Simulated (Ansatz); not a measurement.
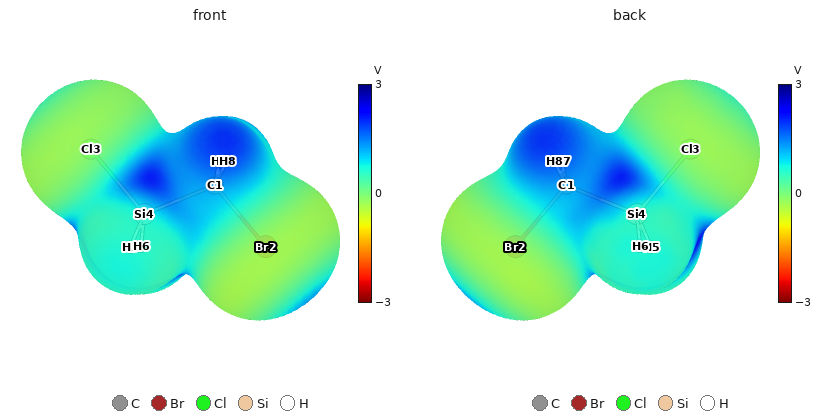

Figure. CH₄BrClSi (SMILES Cl[SiH2]CBr). The molecular electrostatic potential painted on the density surface at 0.004 e/bohr³, seen from the front and from behind; red is negative and blue positive.

Geometry: B3LYP-D3(BJ)/def2-SVP.

All numbers below come from isolated molecule in a Gaussian basis; Kohn-Sham density functional theory, functional PBE0 (Ansatz 0.2.0).

```yaml
atoms:
  - { symbol: C, position_ang: [1.4052, -0.8764, 0.8516] }
  - { symbol: Br, position_ang: [0.8363, -2.6593, 0.2362] }
  - { symbol: Cl, position_ang: [0.7955, 2.2711, 0.8225] }
  - { symbol: Si, position_ang: [0.1863, 0.3879, 0.1681] }
  - { symbol: H, position_ang: [-1.1735, 0.1147, 0.6930] }
  - { symbol: H, position_ang: [0.2110, 0.3644, -1.3144] }
  - { symbol: H, position_ang: [1.4178, -0.9000, 1.9493] }
  - { symbol: H, position_ang: [2.4282, -0.7172, 0.4856] }
```

Question: Describe the electrostatic potential map.

Answer: The most negative region (about −0.3 V) lies over Br2, the most positive (about +2.1 V) over Si4. Br2 shows a σ-hole: about +1.2 V at the tip opposite its bond, against about −0.2 V on its flanks. Cl3 shows a σ-hole: about +0.5 V at the tip opposite its bond, against about −0.2 V on its flanks.

Question: How polar is the molecule by this calculation?

Answer: Its dipole moment is 0.45 D.
